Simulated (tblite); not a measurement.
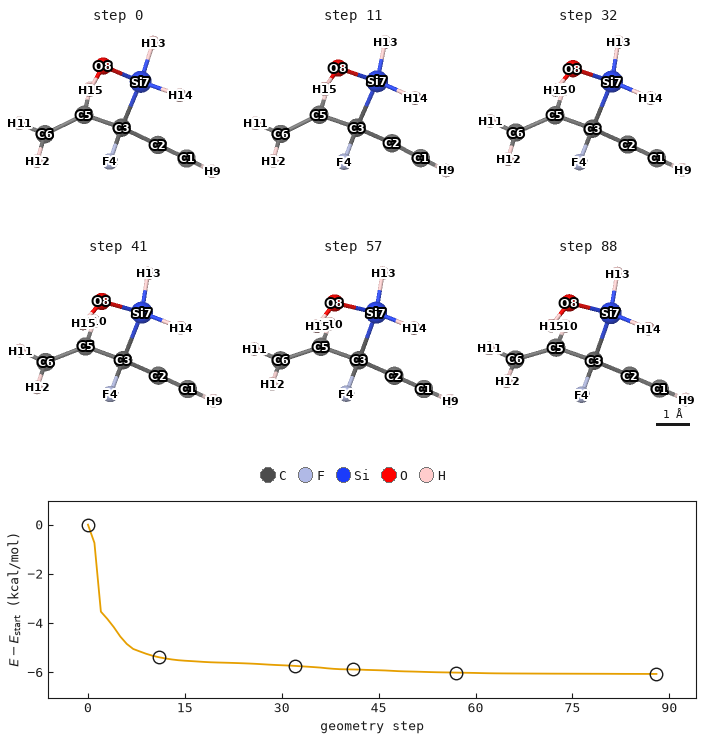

Frames of a relaxation of C5H7FOSi, marked on the history of the run. Style: ball-and-stick. Shown from a free direction.

Method: tblite 0.8.0, GFN2-xTB geometry optimisation, gas phase. 

Describe the path.

Answer. The atom that moves furthest after the best rigid fit is H12 (0.49 Å). Largest moves by element: H 0.49 Å, O 0.30 Å, C 0.28 Å, F 0.09 Å, Si 0.04 Å. Near-neighbour distances that change, for instance: Si7–O8 1.673 → 1.617 Å, C2–C3 1.493 → 1.443 Å, Si7–H13 1.499 → 1.453 Å, C3–F4 1.378 → 1.411 Å. Among the angles between lasting bonds that change: H13–Si7–H14 107.5° → 115.9°, Si7–O8–H15 114.1° → 121.7°, C3–Si7–O8 114.0° → 107.3°. Over 88 geometry steps the energy falls by 6.07 kcal/mol. Cost: 0.9 s on 1 thread of Arm Neoverse N1, with other jobs on the host. From step 0 to 11: O8 moves most (0.12 Å), energy −5.39 kcal/mol. From step 11 to 32: H15 moves most (0.18 Å), energy −0.35 kcal/mol. From step 32 to 41: H15 moves most (0.17 Å), energy −0.15 kcal/mol. From step 41 to 57: H12 moves most (0.17 Å), energy −0.13 kcal/mol. From step 57 to 88: H12 moves most (0.11 Å), energy −0.05 kcal/mol.

```csv
step,"E − E(0), kcal/mol"
0,0.00
1,-0.74
2,-3.54
3,-3.83
4,-4.17
5,-4.55
6,-4.85
7,-5.05
8,-5.15
9,-5.25
10,-5.33
14,-5.51
18,-5.58
22,-5.62
26,-5.66
31,-5.73
35,-5.79
39,-5.88
43,-5.90
47,-5.94
51,-5.98
55,-6.01
59,-6.02
63,-6.05
67,-6.05
72,-6.06
76,-6.06
80,-6.06
84,-6.07
88,-6.07
```
